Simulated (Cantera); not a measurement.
Charge: 1 mol Fe3O4, 1 mol CH4, 0.66 mol H2, equilibrated at 750 Torr.

These are equilibrium values from Cantera (NASA tables, ideal gas, pure condensed phases), not measurements of a reactor. Candidate condensed phases: C, C6H6, C7H8, C8H18, Fe, Fe(CO)5, FeO, Fe(OH)2, Fe(OH)3, Fe2O3, Fe3O4, H2O; 114 gas species. Each liquid is taken as pure. Mutual solubility and eutectic melting of coexisting phases are not modelled. The tables' stoichiometric FeO is somewhat more stable than real wüstite, so its field is too wide. FeO: taken at fixed stoichiometry. The numbers say what is thermodynamically allowed, not how fast it happens.

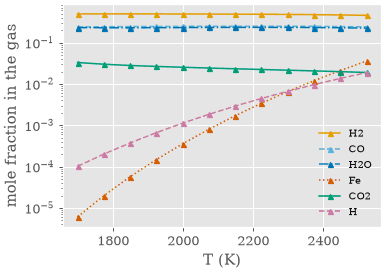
Figure. Equilibrium gas composition (values under 1e-9 drawn at 1e-9)

From 1698 K to 1773 K the condensed part is Fe(δ) + FeO(l). From 1848 K to 2523 K the condensed part is Fe(l) + FeO(l). The main Fe-bearing gas is Fe(OH)2 at 1698 K and Fe at 2523 K.
